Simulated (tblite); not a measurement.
**Run report: C5H9Cl2NSi, geometry relaxation (part 3 of 3)**

The same run, continued: C5H9Cl2NSi; GFN2-xTB geometry optimisation, gas phase (tblite 0.8.0). It belongs to a series of runs on one base structure; here: H on Si replaced by C2H5.

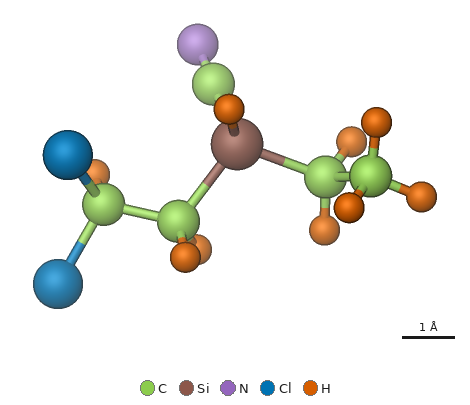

*The input geometry (ball-and-stick view, seen at a tilt).*

**The input**
```
{"job": {"kind": "relax", "xc": "GFN2-xTB", "basis": "xTB"}, "charge": 0, "multiplicity": 1}
C      2.666600    -0.636900    -0.207000
C      1.593400     0.414800    -0.471800
Si     0.100100     0.183300     0.597300
C     -0.391900     1.802700     1.280400
N     -0.705400     2.810600     1.756700
C     -1.270200    -0.372100    -0.558800
C     -2.645700    -0.245800    -0.002100
Cl    -2.917000    -1.185600     1.486600
Cl    -3.781000    -0.792400    -1.255600
H      3.017900    -0.588500     0.844000
H      2.307600    -1.656100    -0.388700
H      3.504400    -0.451600    -0.881500
H      1.335600     0.370500    -1.532100
H      2.060800     1.406200    -0.224600
H      0.294100    -0.757900     1.693100
H     -1.104200    -1.393500    -0.926200
H     -1.187800     0.295300    -1.456800
H     -2.886000     0.803500     0.235600
```

The first line tells a small driver script what to run in tblite; the rest is the geometry in Å.

Launch command:
```bash
OMP_NUM_THREADS=1 python <driver script> task.json out
```

**Key numbers**

```csv
quantity,value
outcome,converged
total energy,−788.7953 eV
hardware,"1 CPU thread, shared host"
wall time,2.3 s
peak memory,0.18 GiB
```
